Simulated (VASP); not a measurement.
Band structure of RuS (relaxed from the zinc blende structure, space group F-43m). All values below come from PBEsol GGA, VASP's PBE PAW potentials (set 64) (plane waves; VASP).

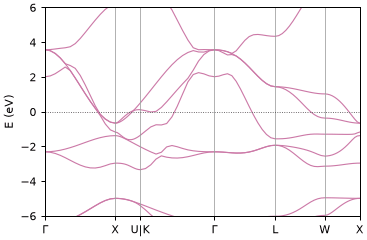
Figure: Bands along high-symmetry lines, zero at the valence-band maximum or, without a gap, the Fermi level

Read the plot: is there a gap, and where are the band edges?

It has no gap at this level: it comes out as a metal or semimetal. (Edges off the drawn lines would not show.)

The structure was generated: RuS was put into the zinc blende type (F-43m), which need not be its known phase. It was relaxed first, which changed the volume by -30 %.
